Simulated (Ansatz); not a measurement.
# GeH2+ (doublet): inputs that go wrong at distance Ge1–H2 = 1.363 Å

5 inputs are run for GeH2+ (doublet) as typed; the log has to tell whether the result can be used and what must change.

Method: the settings change from run to run; program: Ansatz 0.2.0, Gaussian basis.

20 further runs of the same task are left out: 2 for a known fault of the program, 15 that didn't finish, 3 set aside as unsound or not needed.

### Step 1. The system

The geometry derives from a PBE0/def2-TZVP stationary point (not a proven minimum). One bond is set to the value named and the two fragments are kept rigid. No spin-orbit coupling is included. The filled d shell of Ge may be among the frozen orbitals whatever the setting's name suggests; the logs give the count.

3 atoms, charge 1, spin multiplicity 2.

Atoms are counted from 1 here; the program's logs count them from 0.

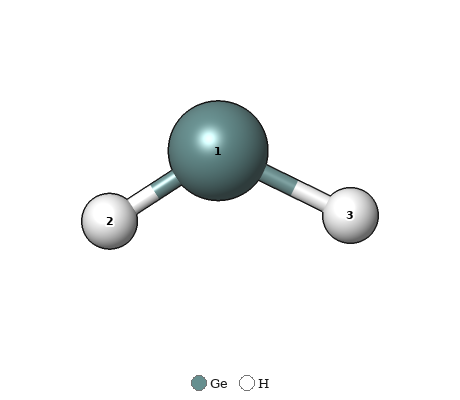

The structure; germanium teal, hydrogen white; atoms are numbered from 1 in the order of the file.

### Step 2. Try 1

File in.yaml:

```yaml
crystal:
  periodic: [false, false, false]
  atoms:
    - {symbol: Ge, position_ang: [0.000000, -0.019404, -0.002215]}
    - {symbol: H, position_ang: [0.000000, 0.652704, -1.187981]}
    - {symbol: H, position_ang: [0.000000, 0.745716, 1.347647]}
basis:
  gaussian: {orbitals: 6-31G}
total_charge: 1
magnetization: {spin_polarized: false, initial_magnetization: 1}
correlation: {method: fic_mrcisd_q, electrons: valence, active_space: {window: {electrons: 1, orbitals: 3}, states: [{multiplicity: 2, weights: [0.5, 0.5, 0.5, 0.5]}], root: 1}}
```

Command:

```bash
$ ansatz run in.yaml --threads 1 --pin off --events-out ev --progress --plain --max-ram 2393MiB
```

The log of the run:

```text
Functional definition: HF
  name "HF"
  cite "Fock, Z. Phys. 61, 126 (1930) doi:10.1007/BF01340294"
  parent pbe
  exchange = exact_x
  correlation = 0
526 factors; integrals over basis functions are off by at most 4.6e-8 eV
mean field evaluation 1: about -56485.6699 eV, gradient 6.7e0 eV
mean field evaluation 2: about -56485.6884 eV, gradient 6.7e0 eV
mean field evaluation 4: about -56486.0194 eV, gradient 5.9e-1 eV
mean field evaluation 8: about -56486.0207 eV, gradient 8.7e-5 eV
mean field -56486.02070554 eV, -2075.8229733286 hartree, gradient 2.3e-6 eV, S^2 0.750000; 0 other end points of the search recorded, 0 dependent functions left out
reference -56486.02070554 eV, -2075.8229733286 hartree; 17, 16 occupied and 16, 17 virtual orbitals, 526 factors
Error: 4 states are sought, and the space of determinants holds 3 states of this symmetry and spin
```

It took 2 s on 1 thread of AMD EPYC, shared host.

Diagnosis: The run stopped with an error. It says: «4 states are sought, and the space of determinants holds 3 states of this symmetry and spin». Cure: ask for fewer states or enlarge the space.

### Step 3. Try 2

File in.yaml:

```yaml
crystal:
  periodic: [false, false, false]
  atoms:
    - {symbol: Ge, position_ang: [0.000000, -0.019404, -0.002215]}
    - {symbol: H, position_ang: [0.000000, 0.652704, -1.187981]}
    - {symbol: H, position_ang: [0.000000, 0.745716, 1.347647]}
basis:
  gaussian: {orbitals: cc-pVDZ}
total_charge: 1
magnetization: {spin_polarized: false, initial_magnetization: 2}
hamiltonian: {xc: hf}
accuracy: high
output: {orbitals: {seedname: orbitals}}
```

Same command.

The log of the run:

```text
Error: a molecule whose nuclei and cores have a total charge of 34 cannot have a net charge of 1 together with 2 unpaired electrons
```

Run time: 0.07 s. Hardware: 1 thread of AMD EPYC, shared host.

**Diagnosis.** The run was refused. The number of unpaired electrons doesn't fit the electron count. To mend it, make charge and initial_magnetization agree.

### Step 4. Try 3

File in.yaml:

```yaml
crystal:
  periodic: [false, false, false]
  atoms:
    - {symbol: Ge, position_ang: [0.000000, -0.019404, -0.002215]}
    - {symbol: H, position_ang: [0.000000, 0.652704, -1.187981]}
    - {symbol: H, position_ang: [0.000000, 0.745716, 1.347647]}
basis:
  gaussian: {orbitals: aug-cc-pVDZ}
total_charge: 1
magnetization: {spin_polarized: false, initial_magnetization: 1}
hamiltonian: {xc: {name: r2SCAN}}
correlation: {method: sc_nevpt2, electrons: outside_noble_gas}
```

Launched as before.

The log of the run:

```text
Error: this correlation method needs an active space: name one as the reference
```

It took 0.1 s on 1 thread of AMD EPYC, shared host.

Diagnosis: The run was refused. This method needs an active space and has none. Fix: add an active_space block.

### Step 5. Try 4

File in.yaml:

```yaml
crystal:
  periodic: [false, false, false]
  atoms:
    - {symbol: Ge, position_ang: [0.000000, -0.019404, -0.002215]}
    - {symbol: H, position_ang: [0.000000, 0.652704, -1.187981]}
    - {symbol: H, position_ang: [0.000000, 0.745716, 1.347647]}
basis:
  gaussian: {orbitals: aug-cc-pVDZ}
total_charge: 1
magnetization: {spin_polarized: false, initial_magnetization: 1}
correlation: {active_space: {window: {electrons: 3, orbitals: 3}, states: [{multiplicity: 2, irrep: Sigma, weights: [1]}]}}
accuracy: high
```

Same command.

The log of the run:

```text
Functional definition: HF
  name "HF"
  cite "Fock, Z. Phys. 61, 126 (1930) doi:10.1007/BF01340294"
  parent pbe
  exchange = exact_x
  correlation = 0
the irreps are read with x along [0.000, 1.000, 0.000], y along [0.000, 0.000, 1.000] and z along [1.000, 0.000, 0.000] of the geometry given
1004 factors; integrals over basis functions are off by at most 4.4e-9 eV
mean field evaluation 1: about -56494.1696 eV, gradient 7.4e0 eV
mean field evaluation 2: about -56494.1732 eV, gradient 7.4e0 eV
mean field evaluation 4: about -56494.6319 eV, gradient 4.4e-1 eV
mean field evaluation 8: about -56494.6347 eV, gradient 2.4e-4 eV
mean field -56494.63467989 eV, -2076.1395310473 hartree, gradient 1.1e-8 eV, S^2 0.750000; 0 other end points of the search recorded, 0 dependent functions left out
reference -56494.63467989 eV, -2076.1395310473 hartree; 17, 16 occupied and 37, 38 virtual orbitals, 1004 factors
Error: the irrep Sigma is not accepted for these orbitals, which take A', A'', or 1 to 2
```

Wall time 3.9 s (1 thread of AMD EPYC, shared host).

Diagnosis: The run stopped with an error. The symmetry label isn't in the molecule's group. Fix: name an irrep that the log lists.

### Step 6. Try 5

File in.yaml:

```yaml
crystal:
  periodic: [false, false, false]
  atoms:
    - {symbol: Ge, position_ang: [0.000000, -0.019404, -0.002215]}
    - {symbol: H, position_ang: [0.000000, 0.652704, -1.187981]}
    - {symbol: H, position_ang: [0.000000, 0.745716, 1.347647]}
basis:
  gaussian: {orbitals: aug-cc-pVTZ}
total_charge: 1
magnetization: {spin_polarized: false, initial_magnetization: 1}
correlation: {method: fci, electrons: all}
output: {forces: true}
```

Launched as before.

The log of the run:

```text
Functional definition: HF
  name "HF"
  cite "Fock, Z. Phys. 61, 126 (1930) doi:10.1007/BF01340294"
  parent pbe
  exchange = exact_x
  correlation = 0
1165 factors; integrals over basis functions are off by at most 1.9e-7 eV
mean field evaluation 1: about -56496.0921 eV, gradient 8.8e0 eV
mean field evaluation 2: about -56496.0931 eV, gradient 8.8e0 eV
mean field evaluation 4: about -56496.5813 eV, gradient 9.6e-1 eV
mean field evaluation 8: about -56496.5898 eV, gradient 1.3e-3 eV
mean field -56496.58980741 eV, -2076.2113806583 hartree, gradient 8.9e-6 eV, S^2 0.750000; 0 other end points of the search recorded, 0 dependent functions left out
mean field evaluation 16: about -56496.6439 eV, gradient 2.9e-1 eV
reference -56496.58980741 eV, -2076.2113806583 hartree; 17, 16 occupied and 88, 89 virtual orbitals, 1165 factors
Error: with the densities for the forces the run needs 9.84 GiB of the host's memory, and 2.33 GiB are given
refused for memory
```

Run time: 11 s. Hardware: 1 thread of AMD EPYC, shared host.

What is wrong: The run was refused for memory. The method is too large for the memory allowed. To mend it, freeze cores, shrink the basis or take a lower level.

### Step 7. Summary

| try | level | ended | cause | time |
| --- | --- | --- | --- | --- |
| 1 | MRCISD+Q(1,3)/6-31G | stopped by an error | 4 states are sought, and the space of determinants holds 3 states of this symmetry and spin | 2 s |
| 2 | HF/cc-pVDZ | refused | the number of unpaired electrons doesn't fit the electron count | 0.07 s |
| 3 | 'sc_nevpt2'/aug-cc-pVDZ | refused | this method needs an active space and has none | 0.1 s |
| 4 | CASSCF(3,3)/aug-cc-pVDZ | stopped by an error | the symmetry label isn't in the molecule's group | 3.9 s |
| 5 | FCI/aug-cc-pVTZ | out of memory | the method is too large for the memory allowed | 11 s |

2 stopped by an error, 2 refused, 1 out of memory.
